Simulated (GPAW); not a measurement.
# CsGeBr3 (Pm-3m): G0W0 on several meshes in GPAW

How does the mesh move the gap of CsGeBr3 (Pm-3m)?

Method: LDA and many-body steps on it, plane waves, in GPAW 26.7.0.

### Step 1. Set-up

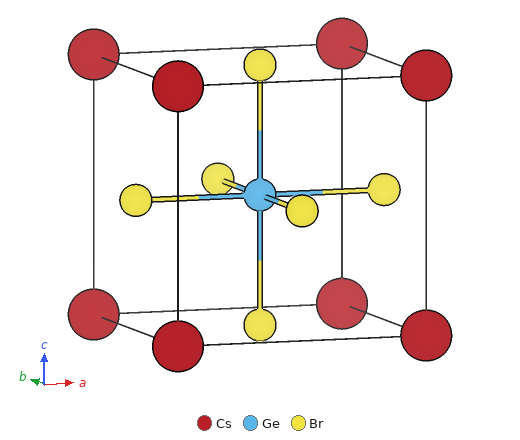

Start, viewed slightly off an axis; caesium red, germanium blue, bromine yellow. Some periodic images of atoms are drawn too.

Structure file:

```cif
data_structure
_symmetry_space_group_name_H-M 'Pm-3m'
_symmetry_Int_Tables_number 221
_cell_length_a 5.5333
_cell_length_b 5.5333
_cell_length_c 5.5333
_cell_angle_alpha 90.000
_cell_angle_beta 90.000
_cell_angle_gamma 90.000
_cell_volume 169.42
loop_
_atom_site_label
_atom_site_type_symbol
_atom_site_symmetry_multiplicity
_atom_site_Wyckoff_symbol
_atom_site_fract_x
_atom_site_fract_y
_atom_site_fract_z
_atom_site_occupancy
Cs1 Cs 1 a 0.00000 0.00000 0.00000 1
Ge1 Ge 1 b 0.50000 0.50000 0.50000 1
Br1 Br 3 c 0.50000 0.50000 0.00000 1
```

The cell and positions are those that the Materials Project relaxed with its own functionals (PBE, PBE+U or r2SCAN), kept fixed. Spin-orbit coupling is left out unless a step names it.

### Step 2. Empty states on the mesh, 2×2×2 mesh, 580 bands

This step: GPAW 26.7.0; DFT, LDA, plane waves, PAW.

The sums over transitions need many empty states on a uniform mesh; this step solves for them.

run.py

```python
import json
import numpy as np
from gpaw.mpi import world
from gpaw import GPAW

calc = GPAW('gs.gpw').fixed_density(kpts={'size': (2, 2, 2), 'gamma': True},
    parallel={'domain': 1, 'band': 1},
    txt='nscf.txt')
calc.diagonalize_full_hamiltonian(nbands=580)
calc.write('full.gpw', mode='all')
res = {}
kpts = calc.get_ibz_k_points()
res['kpts'] = kpts
res['eigenvalues'] = [calc.get_eigenvalues(kpt=k) for k in range(len(kpts))]
res['n_electrons'] = calc.get_number_of_electrons()

if world.rank == 0:
    with open('result.json', 'w') as f:
        json.dump(res, f, default=lambda x: x.tolist())
```

Launch:

```console
mpirun -n 4 gpaw python run.py
```

Numbers of over 12 decimals in the logs are rounded to 6 here.

Output:

```text
Diagonalizing LCAO Hamiltonian
Converting LCAO to pw mode
convergence criteria:
- Maximum integral of absolute [eigenst]ate change: 4e-08 eV^2 / valence electron
maximum number of iterations: 100

SCF iterations
|iter     |     time |      energy | eigst |  dens |
|iter:   1|  |             | +0.70 |       |
|iter:   2|  |             | -0.30 |       |
|iter:   3|  |             | -1.23 |       |
[...]
|iter:  23|  |             | -6.78 |       |
|iter:  24|  |             | -7.17 |       |
|iter:  25|  |             | -7.46c|       |
SCF steps: 25
  __  _  _
 | _ |_)|_||  |
 |__||  | ||/\| - 26.7.0

Input parameters:
  mode=PW(ecut=450.000000),
  convergence={'density': 1e-06, 'bands': -3},
  gpts=array([28, 28, 28]),
  kpts=MonkhorstPack(size=(2, 2, 2), gamma=True),
  maxiter=100,
  nbands=25,
  occupations=Occupations(name='fermi-dirac', width=0.001, fixmagmom=False),
  parallel={'domain': 1, 'band': 1},
  xc=XC(name='LDA')
Matrix size: 3743x3743
# Writing to full.gpw (mode='all')
  [... matrices ...]

timing:  # [seconds]
  Total: 41.079  # ━━━━━━━━━━━━━━━━━━━━━━━━━━━━━━━━━━━━━━━━━━━━━━━━━━━━━━━━━━
```

Run time: 46 s. Hardware: 4 MPI ranks of Arm Neoverse V2, shared host; peak memory 4.1 GiB; 3.1 min of CPU time.

Numbers from this step:

| Item | Value |
| --- | --- |
| gap | 0.5184 eV |
| k of the valence top | 0.5, 0.5, 0.5 |
| k of the conduction bottom | 0.5, 0.5, 0.5 |
| least direct gap | 0.5184 eV |
| k points computed | 4 |
| lowest point of the top converged band, above the valence top | 121.2126 eV |

On this mesh the gap is 0.518 eV.

### Step 3. 2×2×2

Now the one-shot GW correction: screening in the RPA, then the self-energy of the levels asked for.

This step: G0W0 on LDA, plane waves, PAW.

run.py

```python
import json
import numpy as np
from gpaw.mpi import world
from gpaw.response.g0w0 import G0W0

gw = G0W0('full.gpw',
    filename='gw',
    kpts=[0, 3],
    bands=(15, 19),
    ecut=39,
    nbands=93,
    integrate_gamma='WS',
    ppa=True)
gw.calculate()
res = {mode: {k: v for k, v in r.items() if k != 'sigma_eskwn'}
       for mode, r in gw.all_results.items()}

if world.rank == 0:
    with open('result.json', 'w') as f:
        json.dump(res, f, default=lambda x: x.tolist())
```

Launch:

```console
mpirun -n 4 gpaw python run.py
```

Output:

```text
Using integrator: PointIntegrator
FrequencyGridDescriptor(from 0.000+0.000j to 0.000+27.211j eV, 2 points)
Nonperiodic BCs:  [False False False]
Using integrator: PointIntegrator
FrequencyGridDescriptor(from 0.000+0.000j to 0.000+27.211j eV, 2 points)
Nonperiodic BCs:  [False False False]
  ___  _ _ _
 |   || | | |
 | | || | | |
 |__ ||_____|
 |___|

BZ k-points: Symmetries present (total): 48

  [... matrices ...]
8 k-points: 2 x 2 x 2 Monkhorst-Pack grid + [1/4,1/4,1/4]
4 k-points in the irreducible part of the Brillouin zone
       k-points in crystal coordinates                weights
   0:     0.00000000    0.00000000    0.00000000          1/8
   1:     0.50000000    0.00000000    0.00000000          3/8
   2:     0.50000000    0.50000000    0.00000000          3/8
   3:     0.50000000    0.50000000    0.50000000          1/8

Distributing spins, k-points and bands (1 x 2 x 4) over 4 processes
Number of blocks: 1

Quasi particle states:
k-points (IBZ indices): [0, 3]
Band range: (15, 19)
  [... matrices ...]
Computational parameters:
Plane wave cut-off: 39 eV
Number of bands: 93
Coulomb cutoff: None
Broadening: 0.1 eV

fxc modes: GW
Kernel: RPA
Using Godby-Needs plasmon-pole approximation:
  Fitting energy: i*E0, E0 = 1.000 Hartree
Summing all q:

Calculating screened Coulomb potential
No Coulomb truncation
FrequencyGridDescriptor(from 0.000+0.000j to 0.000+27.211j eV, 2 points)
Removing empty qpoint cache files...

Calculating chi0 body with:
    Ground state adapter containing:
    Number of spins: 1
    Number of kpoints: 8
    Number of irreducible kpoints: 4
    Number of completely occupied states: 17
    Number of partially occupied states: 17
    Occupied states memory: 5.6943359375 M / cpu

    Linear response parametrization:
    q_c: [0.0, 0.0, 0.0]
    Number of frequency points: 2
    Planewave cutoff: 39.0
    Number of bands: 93
    Number of planewaves: 81
    Broadening (eta): 1e-06
    comm.size: 4
    kncomm.size: 4
    blockcomm.size: 1

    Memory estimate of potentially large arrays:
        chi0_wGG: 0.200226 M / cpu
Integrating chi0 body.

Symmetries of q_c:
    Direct symmetries (Uq -> q): 48
    Indirect symmetries (TUq -> q): 0
In total 48 allowed symmetries.

  [... matrices ...]
4 groups of equivalent kpoints. 50.0% reduction.

Integral kind: response function
Integrating chi0 head and wings.

Symmetries of q_c:
    Direct symmetries (Uq -> q): 48
    Indirect symmetries (TUq -> q): 0
In total 48 allowed symmetries.

  [... matrices ...]
4 groups of equivalent kpoints. 50.0% reduction.

Integral kind: response function wings

Calculating chi0 body with:
    Ground state adapter containing:
    Number of spins: 1
    Number of kpoints: 8
    Number of irreducible kpoints: 4
    Number of completely occupied states: 17
    Number of partially occupied states: 17
    Occupied states memory: 5.6943359375 M / cpu

    Linear response parametrization:
[... the further q-points ...]

Results:
f:      Occupation numbers
eps:     KS-eigenvalues [eV]
vxc:     KS vxc [eV]
exx:     Exact exchange [eV]
sigma:   Self-energies [eV]
dsigma:  Self-energy derivatives
Z:       Renormalization factors
qp:      QP-energies [eV]

k-point 0 (0): (0.000, 0.000, 0.000)                GW
band       f     eps     vxc     exx   sigma  dsigma       Z      qp
                                                                   GW
  15   1.000   1.024 -16.104 -19.545   3.245  -0.276   0.784   0.871
  16   1.000   1.024 -16.104 -19.545   3.245  -0.276   0.784   0.870
  17   0.000   6.057  -8.882  -4.475  -3.557  -0.200   0.833   6.765
  18   0.000   6.842  -8.030  -3.751  -3.439  -0.197   0.835   7.544

k-point 1 (3): (0.500, 0.500, 0.500)                GW
band       f     eps     vxc     exx   sigma  dsigma       Z      qp
                                                                   GW
  15   1.000   1.439 -16.378 -19.859   3.278  -0.273   0.786   1.280
  16   1.000   3.221 -17.578 -19.106   2.169  -0.259   0.794   3.730
  17   0.000   3.739 -12.800  -8.176  -3.222  -0.254   0.797   4.856
  18   0.000   3.739 -12.800  -8.176  -3.223  -0.254   0.797   4.855
```

The job ended after 7.7 s (4 MPI ranks; peak memory 1.4 GiB; 30 s of CPU time).

This step gave:

```yaml
g0w0_gap_on_the_points_computed: 1.126 eV
least_direct_g0w0_gap_on_the_computed_points: 1.126 eV
z_at_the_valence_top: 0.7943
z_at_the_conduction_bottom: 0.7972
starting_gap_on_the_mesh: 0.5184 eV
k_of_the_valence_top: 0.5, 0.5, 0.5
k_of_the_conduction_bottom: 0.5, 0.5, 0.5
```

The gap on the mesh goes from 0.52 eV to 1.13 eV, a correction of +0.61 eV.

### Step 4. Empty states on the mesh, 4×4×4 mesh, 103 bands

This step: DFT, LDA, plane waves, PAW.

run.py

```python
import json
import numpy as np
from gpaw.mpi import world
from gpaw import GPAW

calc = GPAW('gs.gpw').fixed_density(kpts={'size': (4, 4, 4), 'gamma': True},
    nbands=120,
    convergence={'bands': 103},
    txt='nscf.txt')
calc.write('full.gpw', mode='all')
res = {}
kpts = calc.get_ibz_k_points()
res['kpts'] = kpts
res['eigenvalues'] = [calc.get_eigenvalues(kpt=k) for k in range(len(kpts))]
res['n_electrons'] = calc.get_number_of_electrons()

if world.rank == 0:
    with open('result.json', 'w') as f:
        json.dump(res, f, default=lambda x: x.tolist())
```

Launch:

```console
mpirun -n 4 gpaw python run.py
```

Output:

```text
Diagonalizing LCAO Hamiltonian
Converting LCAO to pw mode
convergence criteria:
- Maximum integral of absolute [eigenst]ate change: 4e-08 eV^2 / valence electron
maximum number of iterations: 100

SCF iterations
|iter     |     time |      energy | eigst |  dens |
|iter:   1|  |             | +3.81 |       |
|iter:   2|  |             | +2.57 |       |
|iter:   3|  |             | +1.47 |       |
[...]
|iter:  12|  |             | -6.75 |       |
|iter:  13|  |             | -7.05 |       |
|iter:  14|  |             | -7.69c|       |
SCF steps: 14
  __  _  _
 | _ |_)|_||  |
 |__||  | ||/\| - 26.7.0

Input parameters:
  mode=PW(ecut=450.000000),
  convergence={'bands': 103},
  gpts=array([28, 28, 28]),
  kpts=MonkhorstPack(size=(4, 4, 4), gamma=True),
  maxiter=100,
  nbands=120,
  occupations=Occupations(name='fermi-dirac', width=0.001, fixmagmom=False),
  parallel={},
  xc=XC(name='LDA')
# Writing to full.gpw (mode='all')
  [... matrices ...]

timing:  # [seconds]
  Total: 0.059  # ━━━━━━━━━━━━━━━━━━━━━━━━━━━━━━━━━━━━━━━━━━━━━━━━━━━━━━━━━━━
```

It took 26 s on 4 MPI ranks; peak memory 0.78 GiB.

This step gave:

* gap: 0.5184 eV
* k of the valence top: 0.5, 0.5, 0.5
* k of the conduction bottom: 0.5, 0.5, 0.5
* least direct gap: 0.5184 eV
* k points computed: 10
* lowest point of the top converged band, above the valence top: 30.63 eV

On this mesh the gap is 0.518 eV.

### Step 5. 4×4×4

This step: G0W0 on LDA, plane waves, PAW.

run.py

```python
import json
import numpy as np
from gpaw.mpi import world
from gpaw.response.g0w0 import G0W0

gw = G0W0('full.gpw',
    filename='gw',
    kpts=[0, 9],
    bands=(15, 19),
    ecut=39,
    nbands=93,
    integrate_gamma='WS',
    ppa=True)
gw.calculate()
res = {mode: {k: v for k, v in r.items() if k != 'sigma_eskwn'}
       for mode, r in gw.all_results.items()}

if world.rank == 0:
    with open('result.json', 'w') as f:
        json.dump(res, f, default=lambda x: x.tolist())
```

Launch:

```console
mpirun -n 4 gpaw python run.py
```

Output:

```text
Using integrator: PointIntegrator
FrequencyGridDescriptor(from 0.000+0.000j to 0.000+27.211j eV, 2 points)
Nonperiodic BCs:  [False False False]
Using integrator: PointIntegrator
FrequencyGridDescriptor(from 0.000+0.000j to 0.000+27.211j eV, 2 points)
Nonperiodic BCs:  [False False False]
  ___  _ _ _
 |   || | | |
 | | || | | |
 |__ ||_____|
 |___|

BZ k-points: Symmetries present (total): 48

  [... matrices ...]
64 k-points: 4 x 4 x 4 Monkhorst-Pack grid + [1/8,1/8,1/8]
10 k-points in the irreducible part of the Brillouin zone
       k-points in crystal coordinates                weights
   0:     0.00000000    0.00000000    0.00000000          1/64
   1:     0.25000000    0.00000000    0.00000000          6/64
   2:     0.25000000    0.25000000    0.00000000         12/64
[...]
8:     0.50000000    0.50000000    0.25000000          6/64
   9:     0.50000000    0.50000000    0.50000000          1/64

Distributing spins, k-points and bands (1 x 2 x 4) over 4 processes
Number of blocks: 1

Quasi particle states:
k-points (IBZ indices): [0, 9]
Band range: (15, 19)
  [... matrices ...]
Computational parameters:
Plane wave cut-off: 39 eV
Number of bands: 93
Coulomb cutoff: None
Broadening: 0.1 eV

fxc modes: GW
Kernel: RPA
Using Godby-Needs plasmon-pole approximation:
  Fitting energy: i*E0, E0 = 1.000 Hartree
Summing all q:

Calculating screened Coulomb potential
No Coulomb truncation
FrequencyGridDescriptor(from 0.000+0.000j to 0.000+27.211j eV, 2 points)
Removing empty qpoint cache files...

Calculating chi0 body with:
    Ground state adapter containing:
    Number of spins: 1
    Number of kpoints: 64
    Number of irreducible kpoints: 10
    Number of completely occupied states: 17
    Number of partially occupied states: 17
[...]
Number of frequency points: 2
    Planewave cutoff: 39.0
    Number of bands: 93
    Number of planewaves: 81
    Broadening (eta): 1e-06
    comm.size: 4
    kncomm.size: 4
    blockcomm.size: 1

    Memory estimate of potentially large arrays:
        chi0_wGG: 0.200226 M / cpu
Integrating chi0 body.

Symmetries of q_c:
    Direct symmetries (Uq -> q): 48
    Indirect symmetries (TUq -> q): 0
In total 48 allowed symmetries.

  [... matrices ...]
10 groups of equivalent kpoints. 84.375% reduction.

Integral kind: response function
Integrating chi0 head and wings.

Symmetries of q_c:
    Direct symmetries (Uq -> q): 48
    Indirect symmetries (TUq -> q): 0
In total 48 allowed symmetries.

  [... matrices ...]
10 groups of equivalent kpoints. 84.375% reduction.

Integral kind: response function wings

Calculating chi0 body with:
    Ground state adapter containing:
    Number of spins: 1
    Number of kpoints: 64
    Number of irreducible kpoints: 10
    Number of completely occupied states: 17
    Number of partially occupied states: 17
    Occupied states memory: 5.6943359375 M / cpu

    Linear response parametrization:
[... the further q-points ...]

Results:
f:      Occupation numbers
eps:     KS-eigenvalues [eV]
vxc:     KS vxc [eV]
exx:     Exact exchange [eV]
sigma:   Self-energies [eV]
dsigma:  Self-energy derivatives
Z:       Renormalization factors
qp:      QP-energies [eV]

k-point 0 (0): (0.000, 0.000, 0.000)                GW
band       f     eps     vxc     exx   sigma  dsigma       Z      qp
                                                                   GW
  15   1.000   1.024 -16.104 -19.523   3.156  -0.282   0.780   0.818
  16   1.000   1.024 -16.104 -19.523   3.156  -0.282   0.780   0.818
  17   0.000   6.057  -8.882  -4.528  -3.345  -0.195   0.837   6.901
[...]
k-point 1 (9): (0.500, 0.500, 0.500)                GW
band       f     eps     vxc     exx   sigma  dsigma       Z      qp
                                                                   GW
[...]
17   0.000   3.739 -12.800  -8.762  -2.777  -0.254   0.797   4.744
  18   0.000   3.739 -12.800  -8.762  -2.777  -0.254   0.797   4.744
```

Elapsed: 37 s, on 4 MPI ranks; peak memory 1.6 GiB; 2.5 min of CPU time.

Numbers from this step:

* G0W0 gap on the points computed: 0.8468 eV
* least direct G0W0 gap on the computed points: 0.8468 eV
* Z at the valence top: 0.7961
* Z at the conduction bottom: 0.7975
* starting gap on the mesh: 0.5184 eV
* k of the valence top: 0.5, 0.5, 0.5
* k of the conduction bottom: 0.5, 0.5, 0.5

Against G0W0 in GPAW (2×2×2 mesh, 93 bands, screening to 39 eV, Godby-Needs plasmon pole), the gap moves by −0.279 eV.

### Step 6. Side by side

Times are wall times on 4 MPI ranks of Arm Neoverse V2, shared host, good to a factor of about two.

```tsv
run	mesh	bands	screening cutoff (eV)	DFT gap (eV)	gap on the mesh (eV)	direct (eV)	time
2×2×2	2×2×2	93	39	0.518	1.126	1.126	7.7 s
4×4×4	4×4×4	93	39	0.518	0.847	0.847	37 s
```

### Step 7. Summary of results

| Property | Result |
| --- | --- |
| 2×2×2 | 1.126 eV |
| 4×4×4 | 0.847 eV |
| known limits | not at the basis limit; no spin-orbit coupling; coarse k mesh |

4×4×4: −0.279 eV against 2×2×2. Bands and cutoff are finite, so the gap is not at the basis limit. The miss can reach some tenths of an eV and take either sign; the mesh is an error of its own. These stock PAW sets were not made for GW; the filled d or f shell of Br and Ge lies in the frozen core, which bears on start and correction. In the G0W0 runs levels were corrected at 2 k points alone, so a gap called «on the mesh» is the least over those, and an edge elsewhere would be missed. The 2×2×2 mesh is coarse for this cell, which bears on the long-range parts of exchange and screening. Mesh or cutoff lie under what a gap needs, so these runs test behaviour and cost; their gaps are not to be quoted. This is the ideal cubic cell; many perovskites, halides above all, are cubic only on average, and local tilts or off-centring can widen the gap. The many-body steps are scalar-relativistic: spin-orbit coupling is not in them.

[Paths, hosts, dates, memory and timing lines, banners, echoed tables and standing remarks are left out of the program output.]

[Logs are printed without paths, hosts, clocks, repeated set-up lines and the standing remarks that a program may print on its own settings, such as how far it seeks lower states.]

[Runs of the session that timed out or met a known fault of the program may be left out.]

[Hosts, paths, dates, database ids (printed as entryN), source tags and the programs' standing remarks are cut or masked in the printed files.]
